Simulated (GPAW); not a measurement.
**Mg2H2O3 (P-3m1): G0W0 on several meshes in GPAW**

Aim: the GW shift of Mg2H2O3 (P-3m1) against the k mesh.

Program: GPAW 26.7.0. Level of theory: LDA and many-body steps on it, plane waves. Results are calculated unless marked as measured.

### Step 1. Set-up

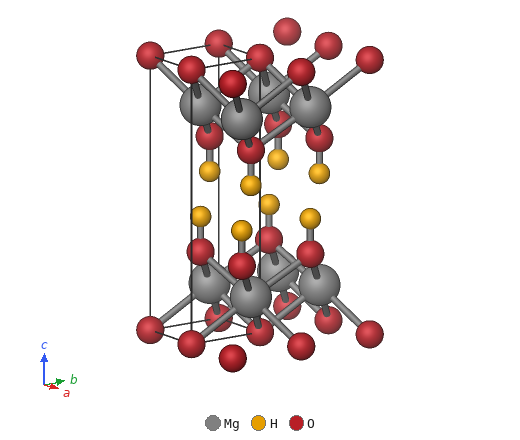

Start, viewed slightly off an axis; magnesium grey, hydrogen orange, oxygen red. 2×2×1 cells are drawn. Bonds to atoms that aren't drawn are left out. Some periodic images of atoms are drawn too.

Structure file:

```xyz
7
Lattice="3.0850 0.0000 0.0000 -1.5425 2.6717 0.0000 0.0000 0.0000 7.7100" Properties=species:S:1:pos:R:3 pbc="T T T"
Mg    1.5425    0.8906    6.4756
Mg    0.0000    1.7811    1.2344
H     0.0000    1.7811    4.3685
H     1.5425    0.8906    3.3415
O     0.0000    1.7811    5.3577
O     1.5425    0.8906    2.3523
O     0.0000    0.0000    0.0000
```

The cell and positions come from the Crystallography Open Database and are kept as given unless a step says otherwise.

### Step 2. Empty states on the mesh, 3×3×2 mesh, 418 bands

This step: GPAW 26.7.0; DFT, LDA, plane waves, PAW.

The sums over transitions need many empty states on a uniform mesh; this step solves for them.

Input file run.py:

```python
import json
import numpy as np
from gpaw.mpi import world
from gpaw import GPAW

calc = GPAW('gs.gpw').fixed_density(kpts={'size': (3, 3, 2), 'gamma': True},
    parallel={'domain': 1, 'band': 1},
    txt='nscf.txt')
calc.diagonalize_full_hamiltonian(nbands=418)
calc.write('full.gpw', mode='all')
res = {}
kpts = calc.get_ibz_k_points()
res['kpts'] = kpts
res['eigenvalues'] = [calc.get_eigenvalues(kpt=k) for k in range(len(kpts))]
res['n_electrons'] = calc.get_number_of_electrons()

if world.rank == 0:
    with open('result.json', 'w') as f:
        json.dump(res, f, default=lambda x: x.tolist())
```

On the command line:

```sh
$ mpirun -n 4 gpaw python run.py
```

Numbers of over 12 decimals in the logs are rounded to 6 here.

Log:

```text
Diagonalizing LCAO Hamiltonian
Converting LCAO to pw mode
convergence criteria:
- Maximum integral of absolute [eigenst]ate change: 4e-08 eV^2 / valence electron
maximum number of iterations: 100

SCF iterations
|iter     |     time |      energy | eigst |  dens |
|iter:   1|  |             | +0.92 |       |
|iter:   2|  |             | -0.25 |       |
|iter:   3|  |             | -1.55 |       |
|iter:   4|  |             | -3.15 |       |
|iter:   5|  |             | -4.02 |       |
|iter:   6|  |             | -5.56 |       |
|iter:   7|  |             | -6.50 |       |
|iter:   8|  |             | -7.82c|       |
SCF steps: 8
  __  _  _
 | _ |_)|_||  |
 |__||  | ||/\| - 26.7.0

Input parameters:
  mode=PW(ecut=600.0),
  convergence={'density': 1e-06, 'bands': -3},
  gpts=array([18, 18, 45]),
  kpts=MonkhorstPack(size=(3, 3, 2), gamma=True),
  maxiter=100,
  nbands=29,
  occupations=Occupations(name='fermi-dirac', width=0.001, fixmagmom=False),
  parallel={'domain': 1, 'band': 1},
  xc=XC(name='LDA')
Matrix size: 2107x2107
# Writing to full.gpw (mode='all')
  [... matrices ...]

timing:  # [seconds]
  Total: 20.309  # ━━━━━━━━━━━━━━━━━━━━━━━━━━━━━━━━━━━━━━━━━━━━━━━━━━━━━━━━━━
```

Run time: 25 s. Hardware: 4 MPI ranks of Arm Neoverse V1, shared host; peak memory 1.9 GiB; 1.7 min of CPU time.

This step gave:

* gap: 3.470 eV
* k of the valence top: 0, 0, 0
* k of the conduction bottom: 0, 0, 0
* least direct gap: 3.470 eV
* k points computed: 6
* lowest point of the top converged band, above the valence top: 185.4174 eV

On this mesh the gap is 3.470 eV.

### Step 3. 3×3×2

Now the one-shot GW correction: screening in the RPA, then the self-energy of the levels asked for.

This step: G0W0 on LDA, plane waves, PAW.

Input file run.py:

```python
import json
import numpy as np
from gpaw.mpi import world
from gpaw.response.g0w0 import G0W0

gw = G0W0('full.gpw',
    filename='gw',
    kpts=[0],
    bands=(18, 22),
    ecut=120,
    nbands=189,
    integrate_gamma='WS',
    ppa=True)
gw.calculate()
res = {mode: {k: v for k, v in r.items() if k != 'sigma_eskwn'}
       for mode, r in gw.all_results.items()}

if world.rank == 0:
    with open('result.json', 'w') as f:
        json.dump(res, f, default=lambda x: x.tolist())
```

On the command line:

```sh
$ mpirun -n 4 gpaw python run.py
```

Log:

```text
Using integrator: PointIntegrator
FrequencyGridDescriptor(from 0.000+0.000j to 0.000+27.211j eV, 2 points)
Nonperiodic BCs:  [False False False]
Using integrator: PointIntegrator
FrequencyGridDescriptor(from 0.000+0.000j to 0.000+27.211j eV, 2 points)
Nonperiodic BCs:  [False False False]
  ___  _ _ _
 |   || | | |
 | | || | | |
 |__ ||_____|
 |___|

BZ k-points: Symmetries present (total): 12

  [... matrices ...]
18 k-points: 3 x 3 x 2 Monkhorst-Pack grid + [0.000000,0.000000,1/4]
6 k-points in the irreducible part of the Brillouin zone
       k-points in crystal coordinates                weights
   0:     0.00000000    0.00000000    0.00000000          1/18
   1:     0.00000000    0.00000000    0.50000000          1/18
   2:     0.33333333    0.00000000    0.00000000          6/18
   3:     0.33333333    0.00000000    0.50000000          6/18
   4:     0.33333333    0.33333333    0.00000000          2/18
   5:     0.33333333    0.33333333    0.50000000          2/18

Distributing spins, k-points and bands (1 x 1 x 4) over 4 processes
Number of blocks: 1

Quasi particle states:
k-points (IBZ indices): [0]
Band range: (18, 22)
  [... matrices ...]
Computational parameters:
Plane wave cut-off: 120 eV
Number of bands: 189
Coulomb cutoff: None
Broadening: 0.1 eV

fxc modes: GW
Kernel: RPA
Using Godby-Needs plasmon-pole approximation:
  Fitting energy: i*E0, E0 = 1.000 Hartree
Summing all q:

Calculating screened Coulomb potential
No Coulomb truncation
FrequencyGridDescriptor(from 0.000+0.000j to 0.000+27.211j eV, 2 points)
Removing empty qpoint cache files...

Calculating chi0 body with:
    Ground state adapter containing:
    Number of spins: 1
    Number of kpoints: 18
    Number of irreducible kpoints: 6
    Number of completely occupied states: 20
    Number of partially occupied states: 20
    Occupied states memory: 4.449462890625 M / cpu

    Linear response parametrization:
    q_c: [0.0, 0.0, 0.0]
    Number of frequency points: 2
    Planewave cutoff: 120.0
    Number of bands: 189
    Number of planewaves: 187
    Broadening (eta): 1e-06
    comm.size: 4
    kncomm.size: 4
    blockcomm.size: 1

    Memory estimate of potentially large arrays:
        chi0_wGG: 1.067169 M / cpu
Integrating chi0 body.

Symmetries of q_c:
    Direct symmetries (Uq -> q): 12
    Indirect symmetries (TUq -> q): 0
In total 12 allowed symmetries.

  [... matrices ...]
6 groups of equivalent kpoints. 66.666667% reduction.

Integral kind: response function
Integrating chi0 head and wings.

Symmetries of q_c:
    Direct symmetries (Uq -> q): 12
    Indirect symmetries (TUq -> q): 0
In total 12 allowed symmetries.

  [... matrices ...]
6 groups of equivalent kpoints. 66.666667% reduction.

Integral kind: response function wings

Calculating chi0 body with:
    Ground state adapter containing:
    Number of spins: 1
    Number of kpoints: 18
    Number of irreducible kpoints: 6
    Number of completely occupied states: 20
    Number of partially occupied states: 20
    Occupied states memory: 4.449462890625 M / cpu

[... the further q-points ...]

Results:
f:      Occupation numbers
eps:     KS-eigenvalues [eV]
vxc:     KS vxc [eV]
exx:     Exact exchange [eV]
sigma:   Self-energies [eV]
dsigma:  Self-energy derivatives
Z:       Renormalization factors
qp:      QP-energies [eV]

k-point 0 (0): (0.000, 0.000, 0.000)                GW
band       f     eps     vxc     exx   sigma  dsigma       Z      qp
                                                                   GW
  18   1.000   1.774 -20.857 -26.386   4.075  -0.258   0.795   0.618
  19   1.000   1.774 -20.857 -26.386   4.075  -0.258   0.795   0.618
  20   0.000   5.244 -12.866  -7.899  -3.246  -0.171   0.854   6.714
  21   0.000   8.257 -14.137  -8.447  -3.664  -0.184   0.845   9.968
```

The job ended after 26 s (4 MPI ranks; peak memory 1.3 GiB).

This step gave:

* G0W0 gap on the points computed: 6.096 eV
* least direct G0W0 gap on the computed points: 6.096 eV
* Z at the valence top: 0.7951
* Z at the conduction bottom: 0.8539
* starting gap on the mesh: 3.470 eV
* k of the valence top: 0, 0, 0
* k of the conduction bottom: 0, 0, 0

The gap on the mesh goes from 3.47 eV to 6.10 eV, a correction of +2.63 eV.

### Step 4. Empty states on the mesh, 3×3×1 mesh, 199 bands

This step: DFT, LDA, plane waves, PAW.

Input file run.py:

```python
import json
import numpy as np
from gpaw.mpi import world
from gpaw import GPAW

calc = GPAW('gs.gpw').fixed_density(kpts={'size': (3, 3, 1), 'gamma': True},
    parallel={'domain': 1, 'band': 1},
    txt='nscf.txt')
calc.diagonalize_full_hamiltonian(nbands=199)
calc.write('full.gpw', mode='all')
res = {}
kpts = calc.get_ibz_k_points()
res['kpts'] = kpts
res['eigenvalues'] = [calc.get_eigenvalues(kpt=k) for k in range(len(kpts))]
res['n_electrons'] = calc.get_number_of_electrons()

if world.rank == 0:
    with open('result.json', 'w') as f:
        json.dump(res, f, default=lambda x: x.tolist())
```

On the command line:

```sh
$ mpirun -n 3 gpaw python run.py
```

Log:

```text
Diagonalizing LCAO Hamiltonian
Converting LCAO to pw mode
convergence criteria:
- Maximum integral of absolute [eigenst]ate change: 4e-08 eV^2 / valence electron
maximum number of iterations: 100

SCF iterations
|iter     |     time |      energy | eigst |  dens |
|iter:   1|  |             | +0.93 |       |
|iter:   2|  |             | -0.27 |       |
|iter:   3|  |             | -1.50 |       |
|iter:   4|  |             | -3.31 |       |
|iter:   5|  |             | -4.51 |       |
|iter:   6|  |             | -6.09 |       |
|iter:   7|  |             | -7.15 |       |
|iter:   8|  |             | -8.15c|       |
SCF steps: 8
  __  _  _
 | _ |_)|_||  |
 |__||  | ||/\| - 26.7.0

Input parameters:
  mode=PW(ecut=600.0),
  convergence={'density': 1e-06, 'bands': -3},
  gpts=array([18, 18, 45]),
  kpts=MonkhorstPack(size=(3, 3, 1), gamma=True),
  maxiter=100,
  nbands=29,
  occupations=Occupations(name='fermi-dirac', width=0.001, fixmagmom=False),
  parallel={'domain': 1, 'band': 1},
  xc=XC(name='LDA')
Matrix size: 2107x2107
# Writing to full.gpw (mode='all')
  [... matrices ...]

timing:  # [seconds]
  Total: 9.583  # ━━━━━━━━━━━━━━━━━━━━━━━━━━━━━━━━━━━━━━━━━━━━━━━━━━━━━━━━━━━
```

It took 13 s on 3 MPI ranks; peak memory 1.4 GiB.

This step gave:

| Quantity | Value |
| --- | --- |
| gap | 3.470 eV |
| k of the valence top | 0, 0, 0 |
| k of the conduction bottom | 0, 0, 0 |
| least direct gap | 3.470 eV |
| k points computed | 3 |
| lowest point of the top converged band, above the valence top | 108.5717 eV |

On this mesh the gap is 3.470 eV.

### Step 5. 3×3×1

This step: G0W0 on LDA, plane waves, PAW.

Input file run.py:

```python
import json
import numpy as np
from gpaw.mpi import world
from gpaw.response.g0w0 import G0W0

gw = G0W0('full.gpw',
    filename='gw',
    kpts=[0],
    bands=(18, 22),
    ecut=120,
    nbands=189,
    integrate_gamma='WS',
    ppa=True)
gw.calculate()
res = {mode: {k: v for k, v in r.items() if k != 'sigma_eskwn'}
       for mode, r in gw.all_results.items()}

if world.rank == 0:
    with open('result.json', 'w') as f:
        json.dump(res, f, default=lambda x: x.tolist())
```

On the command line:

```sh
$ mpirun -n 4 gpaw python run.py
```

Log:

```text
Using integrator: PointIntegrator
FrequencyGridDescriptor(from 0.000+0.000j to 0.000+27.211j eV, 2 points)
Nonperiodic BCs:  [False False False]
Using integrator: PointIntegrator
FrequencyGridDescriptor(from 0.000+0.000j to 0.000+27.211j eV, 2 points)
Nonperiodic BCs:  [False False False]
  ___  _ _ _
 |   || | | |
 | | || | | |
 |__ ||_____|
 |___|

BZ k-points: Symmetries present (total): 12

  [... matrices ...]
9 k-points: 3 x 3 x 1 Monkhorst-Pack grid
3 k-points in the irreducible part of the Brillouin zone
       k-points in crystal coordinates                weights
   0:     0.00000000    0.00000000    0.00000000          1/9
   1:     0.33333333    0.00000000    0.00000000          6/9
   2:     0.33333333    0.33333333    0.00000000          2/9

Distributing spins, k-points and bands (1 x 1 x 4) over 4 processes
Number of blocks: 1

Quasi particle states:
k-points (IBZ indices): [0]
Band range: (18, 22)
  [... matrices ...]
Computational parameters:
Plane wave cut-off: 120 eV
Number of bands: 189
Coulomb cutoff: None
Broadening: 0.1 eV

fxc modes: GW
Kernel: RPA
Using Godby-Needs plasmon-pole approximation:
  Fitting energy: i*E0, E0 = 1.000 Hartree
Summing all q:

Calculating screened Coulomb potential
No Coulomb truncation
FrequencyGridDescriptor(from 0.000+0.000j to 0.000+27.211j eV, 2 points)
Removing empty qpoint cache files...

Calculating chi0 body with:
    Ground state adapter containing:
    Number of spins: 1
    Number of kpoints: 9
    Number of irreducible kpoints: 3
    Number of completely occupied states: 20
    Number of partially occupied states: 20
    Occupied states memory: 4.449462890625 M / cpu

    Linear response parametrization:
    q_c: [0.0, 0.0, 0.0]
    Number of frequency points: 2
    Planewave cutoff: 120.0
    Number of bands: 189
    Number of planewaves: 187
    Broadening (eta): 1e-06
    comm.size: 4
    kncomm.size: 4
    blockcomm.size: 1

    Memory estimate of potentially large arrays:
        chi0_wGG: 1.067169 M / cpu
Integrating chi0 body.

Symmetries of q_c:
    Direct symmetries (Uq -> q): 12
    Indirect symmetries (TUq -> q): 0
In total 12 allowed symmetries.

  [... matrices ...]
3 groups of equivalent kpoints. 66.666667% reduction.

Integral kind: response function
Integrating chi0 head and wings.

Symmetries of q_c:
    Direct symmetries (Uq -> q): 12
    Indirect symmetries (TUq -> q): 0
In total 12 allowed symmetries.

  [... matrices ...]
3 groups of equivalent kpoints. 66.666667% reduction.

Integral kind: response function wings

Calculating chi0 body with:
    Ground state adapter containing:
    Number of spins: 1
    Number of kpoints: 9
    Number of irreducible kpoints: 3
    Number of completely occupied states: 20
    Number of partially occupied states: 20
    Occupied states memory: 4.449462890625 M / cpu

[... the further q-points ...]

Results:
f:      Occupation numbers
eps:     KS-eigenvalues [eV]
vxc:     KS vxc [eV]
exx:     Exact exchange [eV]
sigma:   Self-energies [eV]
dsigma:  Self-energy derivatives
Z:       Renormalization factors
qp:      QP-energies [eV]

k-point 0 (0): (0.000, 0.000, 0.000)                GW
band       f     eps     vxc     exx   sigma  dsigma       Z      qp
                                                                   GW
  18   1.000   1.774 -20.857 -26.380   4.114  -0.262   0.793   0.657
  19   1.000   1.774 -20.857 -26.380   4.114  -0.262   0.793   0.657
  20   0.000   5.244 -12.866  -7.824  -3.327  -0.175   0.851   6.703
  21   0.000   8.257 -14.137  -8.454  -3.693  -0.187   0.842   9.934
```

Run time: 12 s. Hardware: 4 MPI ranks; peak memory 1.1 GiB; 47 s of CPU time.

This step gave:

```
G0W0 gap on the points computed              : 6.046 eV
least direct G0W0 gap on the computed points : 6.046 eV
Z at the valence top                         : 0.7927
Z at the conduction bottom                   : 0.8513
starting gap on the mesh                     : 3.470 eV
k of the valence top                         : 0, 0, 0
k of the conduction bottom                   : 0, 0, 0
```

Against G0W0 in GPAW (3×3×2 mesh, 189 bands, screening to 120 eV, Godby-Needs plasmon pole), the gap moves by −0.050 eV.

### Step 6. The runs together

Times are wall times on 4 MPI ranks of Arm Neoverse V1, shared host, good to a factor of about two.

```csv
run,mesh,bands,screening cutoff (eV),DFT gap (eV),gap on the mesh (eV),direct (eV),time
3×3×2,3×3×2,189,120,3.470,6.096,6.096,26 s
3×3×1,3×3×1,189,120,3.470,6.046,6.046,12 s
```

### Step 7. Results

```
3×3×2        : 6.096 eV
3×3×1        : 6.046 eV
known limits : not at the basis limit; coarse k mesh
```

**Reading.** 3×3×1: −0.050 eV against 3×3×2. Bands and cutoff are finite, so the gap is not at the basis limit. The miss can reach some tenths of an eV and take either sign; the mesh is an error of its own. These stock PAW sets were not made for GW. In the G0W0 runs levels were corrected at 1 k point alone, so a gap called «on the mesh» is the least over those, and an edge elsewhere would be missed. The 3×3×2 mesh is coarse for this cell, which bears on the long-range parts of exchange and screening. Mesh or cutoff lie under what a gap needs, so these runs test behaviour and cost; their gaps are not to be quoted.

[Paths, hosts, dates, memory and timing lines, banners, echoed tables and standing remarks are left out of the program output.]

[Logs are printed without paths, hosts, clocks, repeated set-up lines and the standing remarks that a program may print on its own settings, such as how far it seeks lower states.]

[Runs of the session that timed out or met a known fault of the program may be left out.]

[Hosts, paths, dates, database ids (printed as entryN), source tags and the programs' standing remarks are cut or masked in the printed files.]
